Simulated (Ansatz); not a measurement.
Consider HgH₄C₄N₂Cl₂.

Input

```
crystal:
  lattice:
    - [5.9010538259, -3.907799577, -0.0937583687]
    - [5.9010538259, 3.907799577, -0.0937583687]
    - [-0.1263337663, 0.0, 3.8359818868]
  atoms:
    - { symbol: Hg, position: [0.5, 0.5, 0.5] }
    - { symbol: H, position: [0.3223976283, -0.0011193147, 0.2991620623] }
    - { symbol: H, position: [1.0011193147, 0.6776023717, 0.7008379377] }
    - { symbol: H, position: [0.6776023717, 1.0011193147, 0.7008379377] }
    - { symbol: H, position: [-0.0011193147, 0.3223976283, 0.2991620623] }
    - { symbol: C, position: [0.1780002039, 0.9995299053, 0.3895953481] }
    - { symbol: C, position: [0.0004700947, 0.8219997961, 0.6104046519] }
    - { symbol: C, position: [0.8219997961, 0.0004700947, 0.6104046519] }
    - { symbol: C, position: [0.9995299053, 0.1780002039, 0.3895953481] }
    - { symbol: "N", position: [0.1770343475, 0.8229656525, 0.5] }
    - { symbol: "N", position: [0.8229656525, 0.1770343475, 0.5] }
    - { symbol: Cl, position: [0.6597345921, 0.6597345921, 0.0792246975] }
    - { symbol: Cl, position: [0.3402654079, 0.3402654079, 0.9207753025] }
basis:
  ecutwfc: 420
kpoints:
  mp_grid: { grid: [4, 4, 6] }
hamiltonian:
  xc: pbe
  dispersion: d3bj
scf:
  occupations: { method: gaussian, width: 0.02 }
output:
  forces: true
  stress: true
  eigenvalues: true
  write_density: true
  write_potential: true
  elf: true
  volumetric_format: npy
relax:
  adjacent_minimum: "off"
  f_tol: 0.02
  max_steps: 70
  cell: { stress_tol: 0.1 }
```

Launched as:

```sh
ansatz run input.yaml --threads 2 --pin off --max-ram 5120MiB --backend cpu --events-out ev --progress --plain --runs-dir out
```

Below, planes, directions and counts refer to the conventional cell (a = 11.68 Å, b = 7.71 Å, c = 3.87 Å, α = 90.00°, β = 94.44°, γ = 90.00°).

The fields are those of the relaxed geometry.

Space group C2/m.

Computed with Ansatz, DFT PBE+D3(BJ), scalar-relativistic, plane waves, PAW.

### Predict the valence pseudo-density and electron localisation function between the atoms.

C–H (1.09 Å): the density is about 2.1 e/Å³ at the midpoint; the ELF is about 1 at the midpoint: a covalent bond by its length.
C–N (1.34 Å): ρ at the midpoint is about 2.5 e/Å³; the ELF peaks at about 0.90 between the atoms, as expected for a covalent bond.
C–C (1.39 Å): ρ is about 2.2 e/Å³ halfway; the ELF peaks at about 0.95 between the atoms, as expected for localised, covalent bonding.
Hg–N (2.48 Å): ρ at the midpoint is about 0.37 e/Å³; the ELF is about 0.15 at the midpoint; no localised pair shows between them.

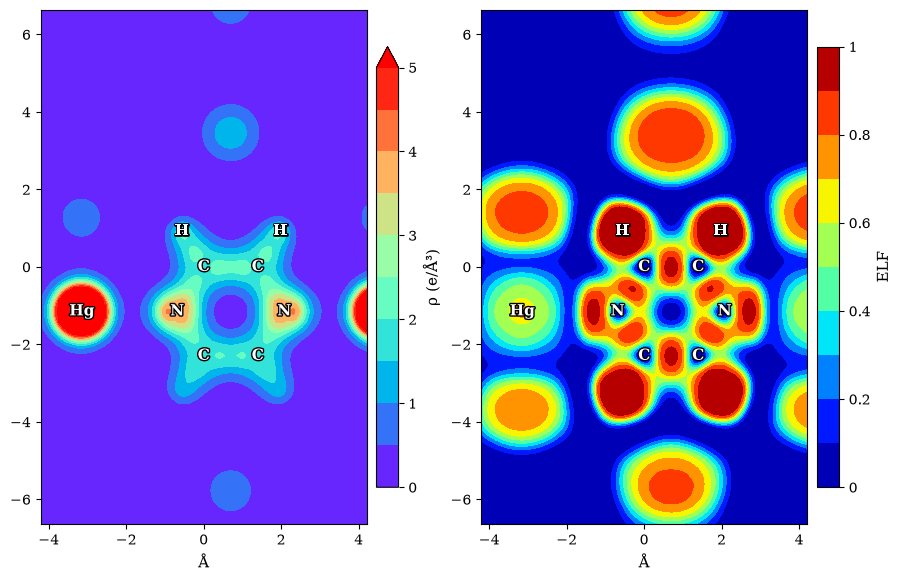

Computed valence pseudo-density and electron localisation function on the (101) plane of the conventional cell, in this order. Atoms just off the plane (H, 0.3 Å away and Cl, 0.7 Å away) can leave unmarked features too.
